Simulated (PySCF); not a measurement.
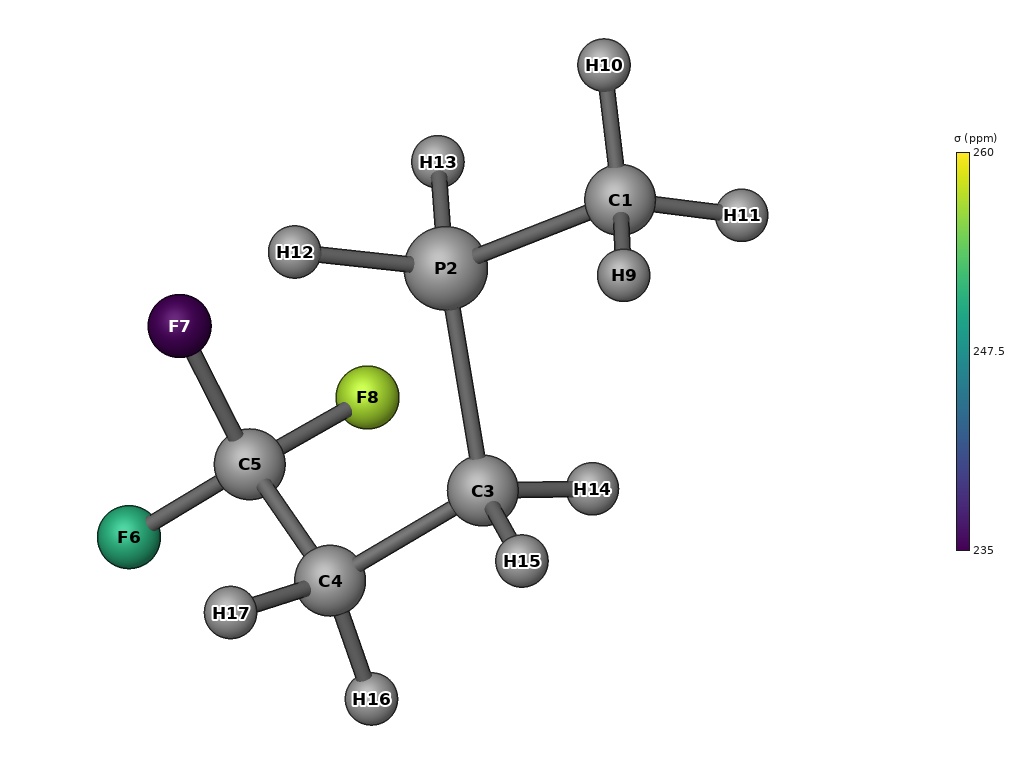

Atoms are coloured by their isotropic NMR shieldings (F only, the others grey). State: charge +1, singlet. Computed geometry: GFN2-xTB optimisation. No frequency run is at hand to confirm it as a minimum. Level of theory: GIAO PBE0/pcSseg-1 NMR shielding, non-relativistic, gas phase (PySCF 2.14.0).

Give the isotropic NMR shieldings of the F atoms atom by atom.

```csv
atom,σ (ppm)
F6,250.9
F7,235.2
F8,256.8
```

The geometry is semi-empirical. Around P such bond lengths and angles can be off by a tenth of an ångström or more and by several degrees, and values that hang on the shape move with them.
